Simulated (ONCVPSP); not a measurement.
## Pseudopotential generation for Hf (part 2 of 2)

The same run, continued: hafnium (Hf, Z = 72), core [Kr] 4d10 4f14, reference valence 5s2 5p6 5d2 6s1.75 6p0.25, valence charge 12. Method: ONCV potential, LDA (Perdew-Wang 92), fully relativistic, made with ONCVPSP 4.0.1.

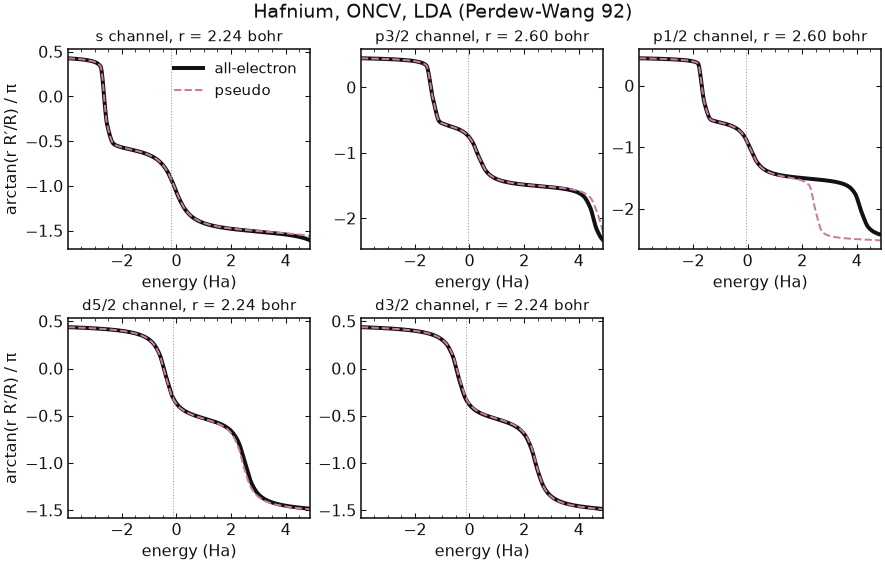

Figure 1. Unwrapped phase arctan(r R′/R) in units of π against energy, all-electron (solid) and pseudo (dashed); the pseudo phase is matched to the all-electron one at the reference energy. Here R(r) is the radial function. The dotted line marks the reference energy of the channel. Not drawn: f7/2: not judged; f5/2: not judged.

- Poles, where the radial function vanishes at the test radius: s: all-electron at -2.4 and 2.6 Ha, pseudo at -2.4 and 2.8 Ha; p3/2: all-electron at -1.2 and 2.3 Ha, pseudo at -1.2 and 2.4 Ha; p1/2: all-electron at -1.5 and 2.0 Ha, pseudo at -1.5, 1.6 and 4.3 Ha; d5/2: all-electron at 0.7 Ha, pseudo at 0.7 Ha; d3/2: all-electron at 0.6 Ha, pseudo at 0.7 Ha.
- Ghost states: Going away from the reference energies, the phases part by more than π/2 in: p1/2 at about 2.5 Ha (above its reference energy, pseudo phase lower). Such a step is either a state that only one of the two atoms has or an ordinary level shifted in energy. The separate test gives: no bound ghost flagged; no localised positive-energy state flagged.
- Range over which the phases agree within 0.05 rad: s: up to about 4.1 Ha; p3/2: up to about 3.7 Ha; p1/2: up to about 1.5 Ha; d5/2: up to about 1.9 Ha; d3/2: from about -0.3 Ha upwards. The potential isn't sound: the pseudo-atom misses its own reference levels by up to 0.29 eV.

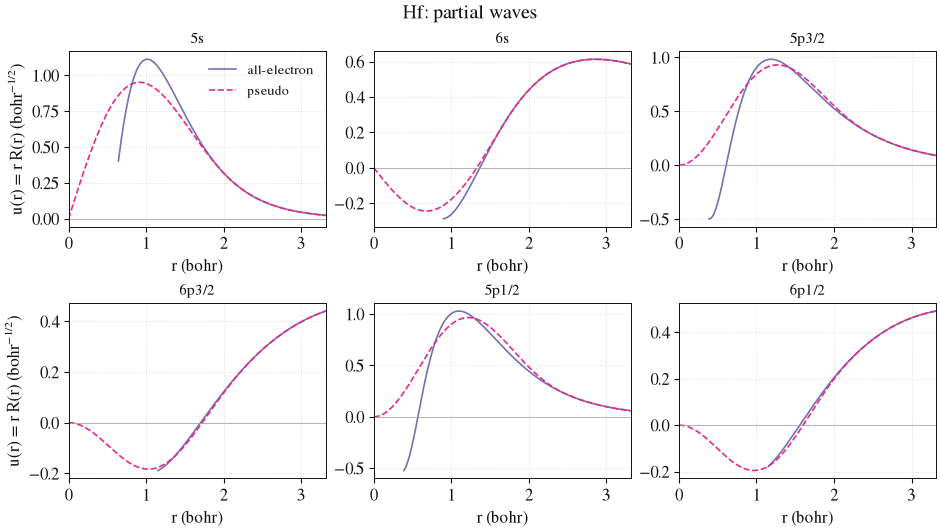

Figure 2. Pseudo-waves (dashed) against the all-electron radial functions (solid). The innermost oscillations of some all-electron curves aren't drawn. Reference configuration 5s2 5p6 5d2 6s1.75 6p0.25.

- Matching radii: 5s at 2.20 bohr; 6s at 2.20 bohr; 5p3/2 at 2.55 bohr; 6p3/2 at 2.55 bohr; 5p1/2 at 2.55 bohr; 6p1/2 at 2.55 bohr. The curves merge smoothly, so the plot gives these only roughly.
- Nodes of the pseudo-waves: 5s has no node; 6s has a node at about 1.3 bohr; 5p3/2 has no node; 6p3/2 has a node at about 1.7 bohr; 5p1/2 has no node; 6p1/2 has a node at about 1.6 bohr. A node in 6s, 6p3/2 and 6p1/2 is expected, since a lower shell of the same l is also in the valence and the two must stay orthogonal.

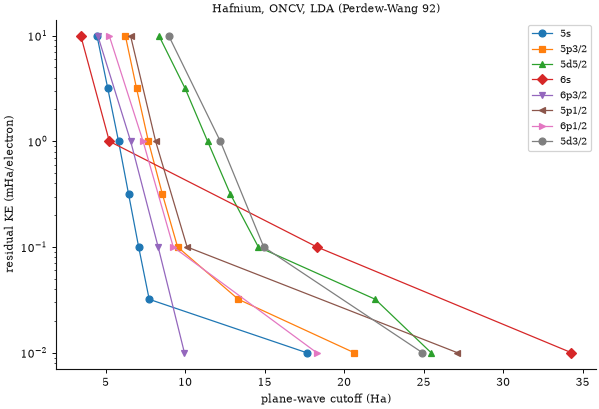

Figure 3. Residual kinetic energy of the pseudo-waves (the first of each channel, and further valence shells) beyond the plane-wave cutoff, as the generator prints it.

- Cutoffs for 1 mHa per electron: 5d3/2: 12 Ha; 5d5/2: 11 Ha; 5p1/2: 8.2 Ha; 5p3/2: 7.7 Ha; 6p1/2: 7.4 Ha; 6p3/2: 6.6 Ha; 5s: 5.8 Ha; 6s: 5.2 Ha.
- Cutoffs for the occupied states: 12 Ha for 1 mHa and 18 Ha for 0.1 mHa per electron. The first is set by 5d3/2.

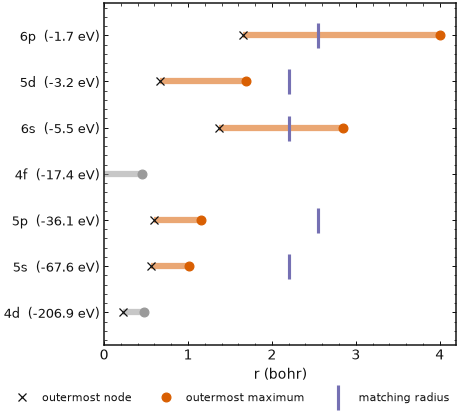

Figure 4. Outer shells of the all-electron reference atom: each bar runs from the outermost node (or the nucleus) to the outermost maximum of u(r); the tick is the radius chosen for the pseudo-wave. Shells without a tick have no pseudo-wave of their own. Levels, nodes and maxima are from ld1.x, scalar-relativistic.

- Radii against the shells: 5s: 2.20 bohr, outside the maximum; 5p: 2.55 bohr, outside the maximum; 6s: 2.20 bohr, between node and maximum; 5d: 2.20 bohr, outside the maximum; 6p: 2.55 bohr, between node and maximum.

## The input
```
# ATOM AND REFERENCE CONFIGURATION
# atsym  z   nc   nv     iexc    psfile
  Hf 72.00   10    5  -001012      upf
#
#   n    l    f
    1    0    2.00
    2    0    2.00
    2    1    6.00
    3    0    2.00
    3    1    6.00
    3    2   10.00
    4    0    2.00
    4    1    6.00
    4    2   10.00
    4    3   14.00
    5    0    2.00
    5    1    6.00
    5    2    2.00
    6    0    1.75
    6    1    0.25
#
# PSEUDOPOTENTIAL AND OPTIMIZATION
# lmax
    2
#
#   l,   rc,      ep,       ncon, nbas, qcut
    0    2.20    0.00    4    7    4.10
    1    2.55    0.00    3    6    4.30
    2    2.20    0.00    5   10    8.80
#
# LOCAL POTENTIAL
# lloc, lpopt,  rc(5),   dvloc0
    2    5    2.20    0.00
#
# VANDERBILT-KLEINMAN-BYLANDER PROJECTORs
# l, nproj, debl
    0    2    1.70
    1    2    3.40
    2    0    1.50
#
# MODEL CORE CHARGE
# icmod, fcfact, rcfact
    3    4.75    1.40
#
# LOG DERIVATIVE ANALYSIS
# epsh1, epsh2, depsh
   -4.00    5.00    0.02
#
# OUTPUT GRID
# rlmax, drl
    6.00    0.01
#
# TEST CONFIGURATIONS
# ncnf
    4
# nvcnf
#   n    l    f
    5
    5    0    2.00
    5    1    6.00
    5    2    2.00
    6    0    2.00
    6    1    0.00
#
    5
    5    0    2.00
    5    1    6.00
    5    2    2.00
    6    0    1.00
    6    1    0.00
#
    5
    5    0    2.00
    5    1    6.00
    5    2    2.00
    6    0    0.00
    6    1    0.00
#
    5
    5    0    1.00
    5    1    6.00
    5    2    2.00
    6    0    2.00
    6    1    0.00
#
```

Launched with:
```bash
oncvpspr.x < Hf.dat > Hf.out
```

## Summary

- outcome: generated; no spin-orbit splitting in 5d; the pseudo-atom misses its reference levels by up to 0.29 eV (5d)
- reference test: the pseudo-atom misses its own reference levels by up to 0.29 eV
- cutoffs needed: 12 Ha and 18 Ha (the cutoffs at which the residual kinetic energy of the hardest occupied pseudo-wave falls to 1 and 0.1 mHa per electron)
- ghost test: no bound ghost flagged; no localised positive-energy state flagged
- largest excitation error: -852 meV (all-electron minus pseudo) for 5s1 5p6 5d2 6s2 6p0, out of 4 test configurations
- rms error of d²Exc/dni dnj: 9.04 mHa without and 3.11 mHa with the model core
- range over which the phases arctan(r R′/R) at the test radius agree within 0.05 rad (a looser test near the poles than one of phase shifts): s: up to about 4.1 Ha; p3/2: up to about 3.7 Ha; p1/2: up to about 1.5 Ha; d5/2: up to about 1.9 Ha; d3/2: from about -0.3 Ha upwards; f7/2: not judged, local potential alone; f5/2: not judged, local potential alone
- hardware: 1 CPU thread, shared host
- wall time: 9.6 s

## Notes

An excitation error of 852 meV in its own tests makes this a poorly transferable potential. The potential has no spin-orbit splitting in 5d, whose channel is the local potential: both pseudo levels lie at −0.1170 Ha, against −0.1105 and −0.1276 Ha all-electron.
